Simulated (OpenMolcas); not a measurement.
Run report: NHO, single-point calculation

- system: NHO (nitroxyl), SMILES N=O
- method: HF/ANO-R0, RHF, sfX2C (OpenMolcas 26.06)

The geometry comes from this level: GFN2-xTB.

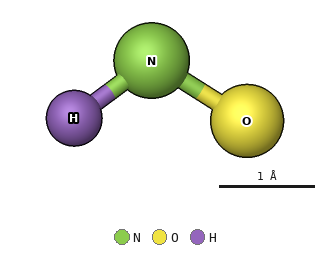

Figure 1. The structure as given in the input (ball-and-stick view, seen at a tilt). Bond lengths as drawn: H–N 1.06 Å and N–O 1.20 Å.

Results in brief:

```csv
quantity,value
outcome,converged
total energy,−129.602642 hartree
basis functions,11
HOMO,−9.50 eV
LUMO,5.10 eV
dipole moment,1.17 debye
hardware,"1 thread of Arm Neoverse V1, 24 GiB of memory available, shared host"
wall time,2 s
peak memory,0.37 GiB
```

Input:
```
* HNO Hartree-Fock

&GATEWAY
 Coord
 3
 angstrom
 N       -0.275940       0.297220      -0.114780
 O        0.768580       0.418030       0.466150
 H       -0.492640      -0.715240      -0.351380
 Basis=ANO-R0
 Group=NoSym

&SEWARD

&SCF
 PrOrbitals=0
```

Launched with:
```bash
export MOLCAS_MEM=1860
pymolcas step1.inp > step1.log
```

What the program printed:
```
--- Start Module: gateway ---

                                              &GATEWAY

                       available to each process: 1.9 GB of memory, 1 thread

++    Symmetry information:
      ---------------------

                    Character Table for C1

                             E
                    a        1  x, y, xy, Rz, z, xz, Ry, yz, Rx, I
--

++    Basis set information:
      ----------------------

      Basis set label: N.ANO-R...2S1P.

      Electronic valence basis set:
      ------------------
      Associated Effective Charge   7.000000 au
      Associated Actual Charge      7.000000 au
      Nuclear Model: Finite nucleus - Gaussian distribution
        Gaussian exponent, Xi/bohr**(-2):  6.28656E+08

      Shell  nPrim  nBasis  Cartesian Spherical Contaminant
         s      13       2        X
         p       8       1        X

      Basis set label: O.ANO-R...2S1P.

      Electronic valence basis set:
      ------------------
      Associated Effective Charge   8.000000 au
      Associated Actual Charge      8.000000 au
      Nuclear Model: Finite nucleus - Gaussian distribution
        Gaussian exponent, Xi/bohr**(-2):  5.86314E+08

      Shell  nPrim  nBasis  Cartesian Spherical Contaminant
         s      13       2        X
         p       8       1        X

      Basis set label: H.ANO-R...1S.

      Electronic valence basis set:
      ------------------
      Associated Effective Charge   1.000000 au
      Associated Actual Charge      1.000000 au
      Nuclear Model: Finite nucleus - Gaussian distribution
        Gaussian exponent, Xi/bohr**(-2):  2.12482E+09

      Shell  nPrim  nBasis  Cartesian Spherical Contaminant
         s       7       1        X
--

++    Molecular structure info:
      -------------------------

                    ************************************************
                    **** Cartesian Coordinates / bohr, angstrom ****
                    ************************************************

     Center  Label                x              y              z                     x              y              z
        1      N1              -0.521451       0.561664      -0.216903             -0.275940       0.297220      -0.114780
        2      O2               1.452406       0.789962       0.880896              0.768580       0.418030       0.466150
        3      H3              -0.930955      -1.351608      -0.664012             -0.492640      -0.715240      -0.351380

                    ***************************************
                    *    InterNuclear Distances / bohr    *
                    ***************************************

               1 N1            2 O2            3 H3
    1 N1       0.000000
    2 O2       2.270108        0.000000
    3 H3       2.007040        3.557171        0.000000

                    *******************************************
                    *    InterNuclear Distances / angstrom    *
                    *******************************************

               1 N1            2 O2            3 H3
    1 N1       0.000000
    2 O2       1.201290        0.000000
    3 H3       1.062080        1.882374        0.000000

                    **************************************
                    *    Valence Bond Angles / degree    *
                    **************************************
                          Atom centers                 Phi
                      2 O2       1 N1       3 H3       112.40
--

            Nuclear Potential Energy             30.40512666 au

--- Stop Module: gateway /rc=_RC_ALL_IS_WELL_ ---

--- Start Module: seward ---

                                              &SEWARD

                       available to each process: 1.9 GB of memory, 1 thread

               SEWARD will generate:
                  Multipole Moment integrals up to order  2
                  Kinetic Energy integrals
                  Nuclear Attraction integrals (finite nuclei - Gaussian type)
                  One-Electron Hamiltonian integrals
                  Velocity integrals
                  Relativistic X2C integrals
                  Orbital angular momentum around (  0.4835   0.6172   0.3349 )
                  Velocity quadrupole around (  0.4835   0.6172   0.3349 )
                  Atomic mean-field integrals
                  Two-Electron Repulsion integrals

                   Integrals are discarded if absolute value <: 1.00E-14
                   Integral cutoff threshold is set to       <: 1.00E-16

            Nuclear Potential Energy             30.40512666 au

      Basis set specifications :
      Symmetry species         a
      Basis functions           11

--- Stop Module: seward /rc=_RC_ALL_IS_WELL_ ---

--- Start Module: scf ---

                                                &SCF

                       available to each process: 1.9 GB of memory, 1 thread

++    Input section:
      --------------

      Header of the integral files:

      Cartesian coordinates in angstrom:
      -----------------------------------------------------
      No.  Label        X            Y            Z
      -----------------------------------------------------
       1   N1        -0.27594000   0.29722000  -0.11478000
       2   O2         0.76858000   0.41803000   0.46615000
       3   H3        -0.49264000  -0.71524000  -0.35138000
      -----------------------------------------------------
      Nuclear repulsion energy =   30.40512666
--

++    Orbital specifications:
      -----------------------

      Symmetry species               1
                                     a
      Frozen orbitals                0
      Occupied orbitals              8
      Secondary orbitals             3
      Deleted orbitals               0
      Total number of orbitals      11
      Number of basis functions     11
--

      Molecular charge                           0.000

++    Optimization specifications:
      ----------------------------

      SCF Algorithm: Conventional
      Minimized density differences are used
      Number of density matrices in core                 5
      Maximum number of NDDO SCF iterations            400
      Maximum number of HF SCF iterations              400
      Threshold for SCF energy change             1.00E-09
      Threshold for density matrix                1.00E-04
      Threshold for Fock matrix                   1.50E-04
      Threshold for linear dependence             1.00E-09
      Threshold at which DIIS is turned on        1.50E-01
      Maximum depth in the DIIS procedure                5
      Maximum depth in the BFGS Hessian update          30
      Threshold at which QNR/C2DIIS is turned on  7.50E-02
      Threshold for Norm(delta) (QNR/C2DIIS)      1.00E-03
      All orbitals punched on: SCFORB
--

      Input vectors read from INPORB
      Orbital file label: *Guess orbitals

++ Convergence information
                                   SCF        iterations: Energy and convergence statistics

Iter     Tot. SCF        One-elec.       Two-elec.     Energy      Max Dij or  Max Fij      DNorm      TNorm      AccCon     Time
         Energy          Energy          Energy        Change      Delta Norm                                                in Sec.
   1  -129.511343687  -239.796779683    79.880309335   0.00E+00    2.56E-01*   9.35E-02*    5.76E+00   3.37E+01   None         0.
   2  -129.583210935  -239.114420593    79.126082996  -7.19E-02*   1.43E-01*   5.27E-02*    1.18E+00   3.35E+01   EDIIS        0.
   3  -129.595833468  -238.894031779    78.893071650  -1.26E-02*   7.14E-02*   2.63E-02*    4.99E-01   3.35E+01   c2DIIS       0.
   4  -129.601805113  -238.794891429    78.787959654  -5.97E-03*   1.86E-02*   9.52E-03*    8.71E-02   3.35E+01   QNRc2DIIS    0.
   5  -129.602415469  -238.740073477    78.732531346  -6.10E-04*   1.88E-02*   4.78E-03*    8.73E-03   3.34E+01   QNRc2DIIS    0.
   6  -129.602629056  -238.674603697    78.666847979  -2.14E-04*   2.22E-03*   1.16E-03*    2.75E-03   3.34E+01   QNRc2DIIS    0.
   7  -129.602641135  -238.686610669    78.678842873  -1.21E-05*   8.82E-04    3.94E-04*    3.44E-03   3.34E+01   QNRc2DIIS    0.
   8  -129.602642225  -238.688831933    78.681063046  -1.09E-06*   7.69E-05    3.38E-05     4.94E-04   3.34E+01   QNRc2DIIS    0.
   9  -129.602642235  -238.688618942    78.680850045  -9.65E-09*   3.03E-05    9.84E-06     1.83E-04   3.34E+01   QNRc2DIIS    0.
  10  -129.602642236  -238.688596001    78.680827104  -1.09E-09*   1.01E-05    4.66E-06     3.54E-05   3.34E+01   QNRc2DIIS    0.
  11  -129.602642236  -238.688611911    78.680843013  -1.30E-10    2.04E-06    9.19E-07     4.51E-05   3.34E+01   QNRc2DIIS    0.

       Convergence after  11 Iterations
--

 *****************************************************************************************************************************
 *                                             SCF/KS-DFT Program, Final results                                             *
 *                                                       Final Results                                                       *
 *****************************************************************************************************************************

::    Total SCF energy                               -129.6026422361
      One-electron energy                            -238.6886119106
      Two-electron energy                              78.6808430128
      Nuclear repulsion energy                         30.4051266617
      Kinetic energy (interpolated)                   132.1703340721
      Virial theorem                                    0.9805728581
      Total spin, S(S+1)                                0.0000000000
      Total spin, S                                     0.0000000000
      Max non-diagonal density matrix element           0.0000024339
      Max non-diagonal Fock matrix element              0.0000008482

      No orbitals printed

++    Molecular charges:
      ------------------

      Mulliken charges per centre
      ---------------------------

                N1      O2      H3
      Total    7.1932  8.0470  0.7598

      N-E     -0.1932 -0.0470  0.2402

      Total electronic charge=   16.000000

      Total            charge=   -0.000000
--

++    Static properties:
      ------------------

      LoProp Charges per center

                   N1       O2       H3
      Nuclear      7.0000   8.0000   1.0000
      Electronic  -7.1340  -8.0179  -0.8481

      Total       -0.1340  -0.0179   0.1519
--

++    Natural Bond Order analysis
      ---------------------------
      Based on LoProp computed density
      -------------------------------------------------------------------------------------
      Atom A       Atom B       Bond Order
      -------------------------------------------------------------------------------------
      NBO located      0.997 non-bonded electrons on atom N1
      NBO located      0.998 non-bonded electrons on atom O2
      NBO located      0.963 non-bonded electrons on atom O2
      The remaining    5.517 electrons are to be considered as diffuse
--

++    Molecular properties:
      ---------------------

      Charge (e):
                      =   -0.0000
      Dipole Moment (debye):
      Origin of the operator (angstrom)=    0.2559    0.3266    0.1772
                   X=  7.5885E-03               Y= -1.1619E+00               Z= -1.3248E-01           Total=  1.1695E+00
      Quadrupole Moment (debye*angstrom):
      Origin of the operator (angstrom)=    0.2559    0.3266    0.1772
                  XX= -1.2718E+01              XY=  7.4412E-01              XZ= -8.0795E-01              YY= -1.1382E+01
                  YZ=  3.6680E-01              ZZ= -1.1463E+01
      In traceless form (debye*angstrom)
                  XX= -1.2956E+00              XY=  1.1162E+00              XZ= -1.2119E+00              YY=  7.0856E-01
                  YZ=  5.5020E-01              ZZ=  5.8704E-01
--

--- Stop Module: scf /rc=_RC_ALL_IS_WELL_ ---

.##################.
.# Happy landing! #.
.##################.

    Timing: Wall=1.78 User=1.28 System=0.48
```

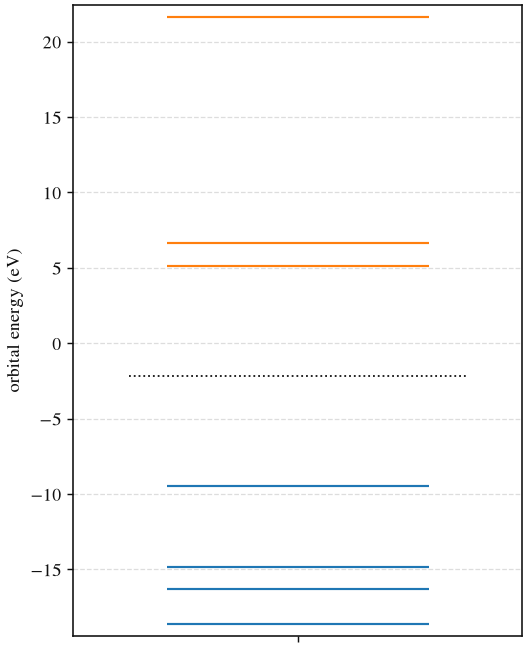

Figure 2. Orbital energies near the frontier; the dotted line parts filled from empty levels, and levels within 0.02 eV of each other stand side by side. Highest filled −9.50 eV, lowest empty 5.10 eV, 14.60 eV apart.

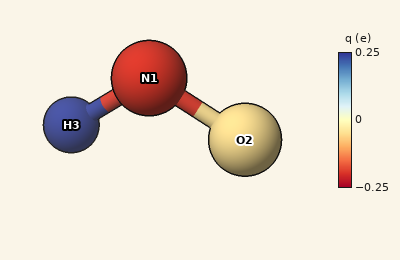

Figure 3. Mulliken charges, as the colour of each atom (ball-and-stick view, seen at a tilt; atoms are numbered from 1 in the order of the input). By element: N −0.19, O −0.05 and H +0.24 e.
